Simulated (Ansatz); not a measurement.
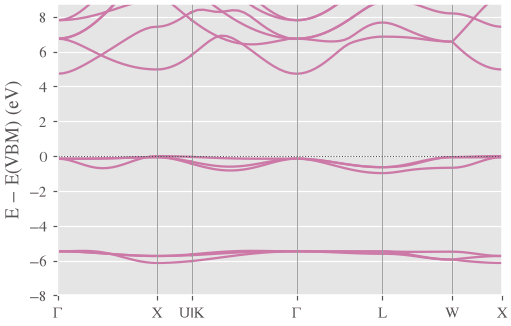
Figure. Band structure from LDA (plane waves, PAW; program Ansatz)

Problem. Read off the gap and where the band edges lie.

Solution. About 4.7 eV (4.73 eV by a search for the band edges); maximum at X, minimum at Γ.

Problem. Which of these materials gives this?
(A) C, diamond
(B) LiCl, rock salt
(C) CsCl, rock salt
(D) NaCl, rock salt

Solution. C, CsCl, rock salt

Space group Fm-3m (rock salt). The workflow started from a Materials Project entry (that database holds measured and hypothetical structures alike); the Crystallography Open Database files this formula in space group No. 225, but the cells were not matched. It is not the phase usual at ambient conditions (space group No. 221). The LDA relaxation kept the symmetry of its start; whether a distortion lowers the energy is not shown. Scalar-relativistic: spin–orbit coupling is off unless named, which matters more the heavier the elements.

Potentials: the earlier of the program's two PAW sets. The files were generated under PBE; for other functionals the program regenerates the frozen cores, and for LDA and PBEsol the local potential too.
